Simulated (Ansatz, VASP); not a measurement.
**W (Tungsten) in two plane-wave programs**

One calculation is typed for both programs; each brings its own data sets and cutoff. How far apart do they land? The cell is taken from a series of runs on this material, whose earlier steps may have relaxed or scaled it; both programs get it as it stands.

Main program and level: Ansatz 0.2.0; plane waves, with VASP 6.6.1 beside it; single point at LDA.

### Step 1. Set-up

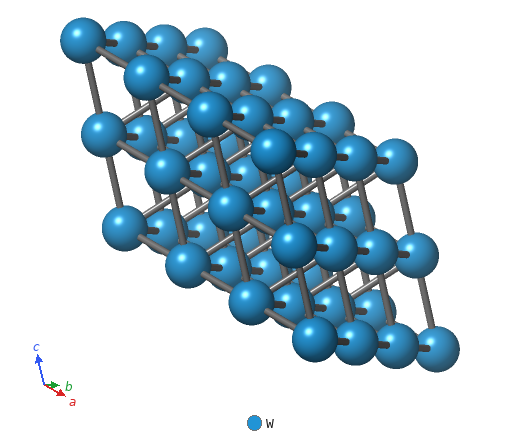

The starting structure, seen from a free direction (tungsten blue). 3×3×2 cells are drawn. Some periodic images of atoms are drawn too.

Structure file:

```xyz
1
Lattice="-1.5171 1.5459 1.5559 1.5453 -1.6057 1.6439 1.5586 1.6473 -1.6158" Properties=species:S:1:pos:R:3 pbc="T T T"
W     0.0000    0.0000    0.0000
```

### Step 2. VASP: single point, LDA

A single point gives forces, pressure and levels at one fixed geometry, so differences don't come from the geometry; what else differs is listed under the comparison.

Lines of VASP's logs that name or quote its potential files are left out, and so is its time.

File INCAR:

```
SYSTEM = W
PREC = Accurate
ENCUT = 400
EDIFF = 1E-06
NELM = 100
ISMEAR = -1
SIGMA = 0.05
LREAL = .FALSE.
ALGO = Normal
GGA = PW92
NBANDS = 9
LASPH = .TRUE.
LORBIT = 11
LWAVE = .FALSE.
LCHARG = .FALSE.
KPAR = 2
ISIF = 2
```

File POSCAR:

```
W
1.0
   -1.5171340000      1.5458900000      1.5559080000
    1.5452880000     -1.6057470000      1.6439180000
    1.5586460000      1.6472590000     -1.6157650000
W
1
Direct
    0.0000000000      0.0000000000      0.0000000000
```

File KPOINTS:

```
Automatic mesh
0
Gamma
17 17 17
0 0 0
```

PAW data sets: W (LDA family, release 64).

Launch:

```console
$ mpirun -np 2 vasp_std
```

Numbers of over 12 decimals in the logs are rounded to 6 here.

Log:

```text
[banner, memory and clock lines left out]
running    2 mpi-ranks, on    1 nodes
 distrk:  each k-point on    1 cores,    2 groups
 distr:  one band on    1 cores,    1 groups

 POSCAR found type information on POSCAR W
 POSCAR found :  1 types and       1 ions
|                                                                             |
|               ----> ADVICE to this user running VASP <----                  |
|                                                                             |
|     You enforced a specific xc type in the INCAR file but a different       |
|     [... a line on the potential file left out ...]
|     I HOPE YOU KNOW WHAT YOU ARE DOING!                                     |
|                                                                             |

 LDA part: xc-table for (Slater(with rela. corr.)+PW92), standard interpolation
 POSCAR, INCAR and KPOINTS ok, starting setup
 FFT: planning ... GRIDC
 FFT: planning ... GRID_SOFT
 FFT: planning ... GRID
 WAVECAR not read
 entering main loop
       N       E                     dE             d eps       ncg     rms          rms(c)
DAV:   1     0.115241520905E+01    0.11524E+01   -0.25295E+03 44668   0.453E+02
DAV:   2    -0.145907423066E+02   -0.15743E+02   -0.15147E+02 52179   0.107E+02
DAV:   3    -0.148778669387E+02   -0.28712E+00   -0.28529E+00 51216   0.119E+01
DAV:   4    -0.148784704147E+02   -0.60348E-03   -0.60344E-03 51093   0.556E-01
DAV:   5    -0.148784712985E+02   -0.88374E-06   -0.88375E-06 50353   0.197E-02    0.203E+01
DAV:   6    -0.143517935684E+02    0.52668E+00   -0.40724E-01 47235   0.401E+00    0.963E+00
DAV:   7    -0.141598361652E+02    0.19196E+00   -0.42381E-01 48921   0.393E+00    0.302E-01
DAV:   8    -0.141575411193E+02    0.22950E-02   -0.24967E-03 47194   0.395E-01    0.148E-01
DAV:   9    -0.141570590567E+02    0.48206E-03   -0.27971E-04 52524   0.721E-02    0.361E-02
DAV:  10    -0.141570599567E+02   -0.90000E-06   -0.19935E-05 51566   0.312E-02    0.179E-02
DAV:  11    -0.141570601630E+02   -0.20638E-06   -0.44567E-07 26400   0.726E-03
   1 F= -.14157060E+02 E0= -.14154878E+02  d E =-.436340E-02
```

OUTCAR, selected parts (step 2):

```text
ion  position               nearest neighbor table
   1  0.000  0.000  0.000-

  LATTYP: Found a triclinic cell.
 ALAT       =     5.3583404474
 B/A-ratio  =     0.5972949402
 C/A-ratio  =     0.5793471449
 COS(alpha) =     0.0176124649
 COS(beta)  =     0.2976464945
 COS(gamma) =     0.9121669720

 Subroutine GETGRP returns: Found  2 space group operations
 (whereof  2 operations were pure point group operations)

The static configuration has the point symmetry S_2 .

 Found   2457 irreducible k-points:

   k-points           NKPTS =   2457   k-points in BZ     NKDIM =   2457   number of bands    NBANDS=      9

   dimension x,y,z NGX =    18 NGY =   18 NGZ =   18
   dimension x,y,z NGXF=    36 NGYF=   36 NGZF=   36

   ENCUT  =  400.0 eV  29.40 Ry    5.42 a.u.   4.35  4.52  4.54*2*pi/ulx,y,z

   NELECT =       6.0000    total number of electrons

 k-points in reciprocal lattice and weights: Automatic mesh
   0.00000000  0.00000000  0.00000000       0.000
   0.05882353  0.00000000  0.00000000       0.000
   0.11764706 -0.00000000 -0.00000000       0.000
   0.17647059 -0.00000000  0.00000000       0.000
   0.23529412 -0.00000000 -0.00000000       0.000
   0.29411765  0.00000000 -0.00000000       0.000
   0.35294118 -0.00000000  0.00000000       0.000
   0.41176471 -0.00000000  0.00000000       0.000
   0.47058824 -0.00000000 -0.00000000       0.000
[...]
-0.11764706 -0.05882353  0.47058824       0.000
  -0.05882353 -0.05882353  0.47058824       0.000

 average (electrostatic) potential at core
       1 -38.2188

 E-fermi :   7.8653

 k-point     1 :       0.0000    0.0000    0.0000
  band No.  band energies     occupation
      1      -1.7228      2.00000
      2       6.0119      2.00000
      3       6.5343      2.00000
      4       6.9740      2.00000
      5       9.7716      0.00000
      6      10.2671      0.00000
      7      22.4575      0.00000
      8      23.2629      0.00000
      9      23.6115      0.00000

 k-point     2 :       0.0588    0.0000    0.0000
  band No.  band energies     occupation
      1      -1.5548      2.00000
      2       6.0909      2.00000
      3       6.6490      2.00000
      4       6.8730      2.00000
      5       9.5607      0.00000
      6      10.2363      0.00000
      7      22.6354      0.00000
      8      23.6932      0.00000
      9      23.9098      0.00000

 k-point     3 :       0.1176   -0.0000   -0.0000
  band No.  band energies     occupation
      1      -1.0711      2.00000
      2       6.2093      2.00000
      3       6.5923      2.00000
      4       7.0716      2.00000
      5       9.0910      0.00000
      6      10.1627      0.00000
      7      23.0819      0.00000
      8      24.7058      0.00000
      9      24.8130      0.00000

  Total       -0.4073655     -1.3510363     -1.4165886     -0.3369965      0.4994117     -0.2546886
  in kB      -41.1842612   -136.5884604   -143.2157401    -34.0700225     50.4900396    -25.7487670
  external PRESSURE =    -106.9961539 kB  Pullay stress =       0.0000000 kB

  energy-cutoff  :      400.00
  volume of cell :       15.85
      direct lattice vectors                 reciprocal lattice vectors
    -1.517134000  1.545890000  1.555908000    -0.007158743  0.319234938  0.318551694
     1.545288000 -1.605747000  1.643918000     0.319340312  0.001654650  0.309738197
     1.558646000  1.647259000 -1.615765000     0.318010937  0.309092165  0.002983928

 POSITION                                       TOTAL-FORCE (eV/Angst)
 -----------------------------------------------------------------------------------
      0.00000      0.00000      0.00000         0.000000      0.000000      0.000000
 -----------------------------------------------------------------------------------
    total drift:                                0.000000      0.000000      0.000000

  FREE ENERGIE OF THE ION-ELECTRON SYSTEM (eV)
  ---------------------------------------------------
  free  energy   TOTEN  =       -14.1570601630 eV

  energy  without entropy=      -14.1526967597  energy(sigma->0) =      -14.15487846

 total charge
# of ion       s       p       d       tot
------------------------------------------
    1        0.674   0.705   4.181   5.561

[... 3 further parts left out ...]
```

The data set W keeps the semicore shell frozen, which is cheaper and a little less accurate.

### Step 3. Ansatz: single point, LDA

Ansatz runs on its default PAW (the set named soft_2) files.

The same cell, functional (in two slightly different forms), mesh and smearing now go to Ansatz, which takes its cutoff from its data sets.

File input.yaml:

```yaml
crystal:
  lattice:
    - [-1.517134, 1.54589, 1.555908]
    - [1.545288, -1.605747, 1.643918]
    - [1.558646, 1.647259, -1.615765]
  atoms:
    - { symbol: W, position: [0.0, 0.0, 0.0] }
hamiltonian:
  xc: lda
  pseudopotentials: { kind: paw }
kpoints:
  mp_grid: { grid: [17, 17, 17] }
  band_path:
    path:
      - [-0.5, 0.0, 0.5]
      - [-0.4, 0.0, 0.4]
      - [-0.26667, 0.0, 0.26667]
      - [-0.13333, 0.0, 0.13333]
      - [0.0, 0.0, 0.0]
      - [0.0, 0.1, -0.1]
      - [0.0, 0.2, -0.2]
      - [0.0, 0.33333, -0.33333]
      - [0.0, 0.46667, -0.46667]
      - [-0.43333, 0.43333, 0.0]
      - [-0.3, 0.3, 0.0]
      - [-0.16667, 0.16667, 0.0]
      - [-0.06667, 0.06667, 0.0]
      - [0.0, -0.03333, 0.0]
      - [0.0, -0.16667, 0.0]
      - [0.0, -0.3, 0.0]
      - [0.0, -0.43333, 0.0]
      - [-0.46667, -0.46667, 0.46667]
      - [-0.36667, -0.36667, 0.36667]
      - [-0.23333, -0.23333, 0.23333]
      - [-0.1, -0.1, 0.1]
      - [0.0, 0.0, 0.0]
      - [0.0, 0.0, -0.13333]
      - [0.0, 0.0, -0.26667]
      - [0.0, 0.0, -0.36667]
      - [0.0, 0.0, -0.5]
      - [-0.4, 0.0, 0.0]
      - [-0.26667, 0.0, 0.0]
      - [-0.13333, 0.0, 0.0]
      - [0.0, 0.0, 0.0]
    npoints: 1
scf:
  occupations: { method: fermi_dirac, width: 0.05 }
  n_extra_bands: 6
output:
  forces: true
  stress: true
  eigenvalues: true
```

Launch:

```console
$ ansatz run input.yaml --threads 2 --pin off --max-ram 4608MiB --backend cpu --events-out ev --progress --plain --runs-dir out
```

Log:

```text
scf.n_extra_bands = 6 over 7 filled bands (N_el = 14.0): the run solves 13 bands
Engine: ansatz 0.2.0, aarch64-unknown-linux-gnu
Pseudopotentials: kind: paw
Pseudopotential: W, paw, valence charge 14, recommended cutoff 420 eV (normal), W.paw.azcp
Functional definition: SPW92
  exchange = slater_x
  correlation = pw_c
Crystal: 1 atoms, lattice volume = 15.848 Å³
Basis set: ecut = 420 eV, 321 PW (Γ)
Bands: 13, of which v1, the nominal top of the filled ones, is band 7 counted from 1 (6 counted from 0)
Symmetry: 2 space group operations
Space group: P-1 (ITA 2), of the structure as read, at distance tolerance 2.5e-5 Å
k-points: 2457 of 4913
Non-local potential: W, projectors of the file, l = 0: 3, l = 1: 2, l = 2: 2, l = 3: 1
PAW form: soft (Blöchl's): semilocal exchange-correlation on the pseudo side does not see the compensation charge
PAW frozen core: W, regenerated for the run's functional, and the local potential with it (the file was generated under x = pbe(κ = 0.804, μ = 0.219515), c = pbe(β = 0.066725))
PAW one-centre angular grid: W, 590 points (default); XC on 64 Gauss nodes
Initial density: superposition of atomic densities (neutral atoms: chi_scale 0, normalization atom), corrected by the library's trained network
Initial wavefunctions: pseudopotential atomic-orbital guess
Functional: x = slater, c = lda
SCF iter   1: F=—  HF=-10129.810712 eV  |F-HF|=—  |Δ(HF+E_count)|=         —  Δρ=5.29e-3  dr2=3.01e-3  ethr=1.77e-3  ⟨swp⟩=5.1  Hψ=166456  notcnv=0  defer=621
preconditioner: auto → none  [metal: Δε(μ)=0.001 eV  Ē_g=12.493 eV  σ=0.050 eV  W_gap=0.00  n_scr=0 (ndim 8)  ℏωp=22.8 eV  f_vac=0.000  D(μ)=0.55/eV (n_scr^D=0)]
SCF iter   2: F=—  HF=-10129.809502 eV  |F-HF|=—  |Δ(HF+E_count)|=   1.21e-3  Δρ=2.14e-3  dr2=2.15e-4  ethr=2.15e-5  ⟨swp⟩=1.4  Hψ=53552  notcnv=0  defer=1029
SCF iter   3: F=—  HF=-10129.809523 eV  |F-HF|=—  |Δ(HF+E_count)|=   2.12e-5  Δρ=7.09e-4  dr2=2.06e-5  ethr=1.54e-6  ⟨swp⟩=1.0  Hψ=29163  notcnv=0  defer=1029
SCF iter   4: F=—  HF=-10129.809528 eV  |F-HF|=—  |Δ(HF+E_count)|=   4.17e-6  Δρ=2.41e-5  dr2=2.22e-8  ethr=1.47e-7  ⟨swp⟩=1.0  Hψ=29163  notcnv=0  defer=1029
iter 5 did not close the SCF: its close was put off for the readings that it lacked (scf_convergence_deferred on its scf_iter line)
SCF iter   5: F=-10129.809528 eV  HF=-10129.809528 eV  |F-HF|=5.51e-10  |Δ(HF+E_count)|=   1.89e-8  Δρ=6.47e-6  dr2=1.65e-9  ethr=1.59e-10  ⟨swp⟩=2.4  Hψ=44491  notcnv=0  defer=1029
SCF iter   6: F=-10129.809528 eV  HF=-10129.809528 eV  |F-HF|=7.28e-12  |Δ(HF+E_count)|=  3.98e-10  Δρ=4.14e-7  dr2=2.01e-11  ethr=1.18e-11  ⟨swp⟩=4.7  Hψ=112558  notcnv=0
SCF 1 converged in 6 iterations: F = -10129.809528 eV  dr2 = 2.01e-11
  greatest PAW one-centre occupation: 1.000 electrons in one spin orbital (limit 2), on the W atom at site 0 (counted from 0), in its partial waves of l = 0
NSCF: frozen V_eff on 30 k-points
SCF converged after 6 iterations
Free energy (F): -10129.809528 eV
Harris-Foulkes:  -10129.809528 eV  (|F-HF|=7.28e-12)
Internal energy: -10129.805112 eV  (E = F + TS)
E sigma→0 (E₀):  -10129.807320 eV
Entropy (-TS):   -0.004416 eV (-4.416 meV/atom)
Fermi energy:    22.326706 eV
--- Per-component energies (eV) ---
  E_band       = -86.071636
  E_kinetic    = 450.666542
  E_local      = -606.110961  (includes V_loc(G=0)·N_el)
  E_nonlocal   = 6.244318
  E_hartree    = 216.165824
  E_xc         = -265.140941
  E_vxc        = -239.065623  (∫ρ·V_xc dr)
  E_paw        = -8309.606366  (= ΣΔE_a)
  E_vpaw       = -130.137423  (= ΣTr[D̂ρ^β])
  E_aug_tail   = -0.000063  (compensation charges beyond the density's cutoff)
  E_ewald      = -1622.306619
  E_core_change = 0.283153  (= ΣΔE_core)
  E_smearing   = -0.004416  (= −TS)
  E_closure    = -0.000000  (closes the sum)
  Σ components = -10129.809528   (vs F -10129.809528, Δ=0.00e0)
--- Forces (eV/Å), atoms counted from 1 ---
  atom   1  W      0.00000000     0.00000000     0.00000000
  max |Σ_I F_I| component: 0.00e0 eV/Å
--- Stress (GPa, compression-positive) ---
       -1.774101      -3.692333      -2.805724
       -3.692333     -11.178491       5.428541
       -2.805724       5.428541     -11.812892
  P = ⅓ Tr σ = -8.2552 GPa (-82.552 kbar)
--- Band table (eV; the first three rows and the last of 2457) ---
  k-point 0: bands = [... 3 lower, -15.3135, 12.6836, 20.4930, 21.0132, 21.4524, 24.2518, 24.7510, 36.2944, ... 2 higher]
  k-point 1: bands = [... 3 lower, -15.3181, 12.8491, 20.4272, 21.0694, 21.4678, 24.2443, 24.6561, 36.6288, ... 2 higher]
  k-point 2: bands = [... 3 lower, -15.3289, 13.3251, 20.2236, 20.9659, 21.7931, 24.1917, 24.5354, 37.4225, ... 2 higher]
  k-point 2456: bands = [... 3 lower, -15.4831, 16.4403, 19.1018, 21.5885, 24.0191, 24.7649, 28.4472, 34.2678, ... 2 higher]
```

Reading the cycles: dr2 is the Hartree energy of the density residual (eV), the measure of convergence; HF is the Harris–Foulkes estimate of the energy, which meets the free energy F at convergence.

### Step 4. Differences

Known differences besides the PAW data sets themselves: the data sets hold 14 valence electrons in Ansatz (default PAW (the set named soft_2) files) and 6 in VASP; the cutoff is 420 eV in Ansatz and 400 eV in VASP; Ansatz makes its cores anew for this functional, VASP keeps those of its LDA data sets. Total energies have different zeros and are not compared.

Both answers:

| quantity | Ansatz | VASP | difference |
| --- | --- | --- | --- |
| pressure (GPa) | -8.26 | -10.70 | +2.44 |

### Step 5. Looking for the cause

The difference is large enough to ask for its cause, so further runs change the set-up of one program at a time, as the table lists.

| run | difference in pressure (GPa) |
| --- | --- |
| as above | 2.4 |
| VASP with GGA = CA, the Perdew-Zunger form of LDA | 2.2 |
| VASP with the data sets W_sv_GW, a cutoff of 520 eV and GGA = CA, the Perdew-Zunger form of LDA | 0.88 |

### Step 6. What came out

```yaml
difference_in_pressure_single_point_lda: 2.4 GPa
```

In words: The difference in pressure is 2.4 GPa (single point, LDA), beyond the 1 GPa picked in this series as the mark of a large difference. For single point, LDA: with VASP with the data sets W_sv_GW, a cutoff of 520 eV and GGA = CA, the Perdew-Zunger form of LDA the difference in pressure shrinks in size, from 2.4 to 0.88 GPa. Differences of this kind measure data sets and numerical settings, not the functional's error against experiment.

[Lines on the potential files, build, host, timing and source positions are cut from VASP's logs without a mark.]

[Logs are printed without paths, hosts, clocks, repeated set-up lines and the standing remarks that a program may print on its own settings, such as how far it seeks lower states.]

[Hosts, paths, dates, database ids (printed as entryN), source tags and the programs' standing remarks are cut or masked in the printed files.]
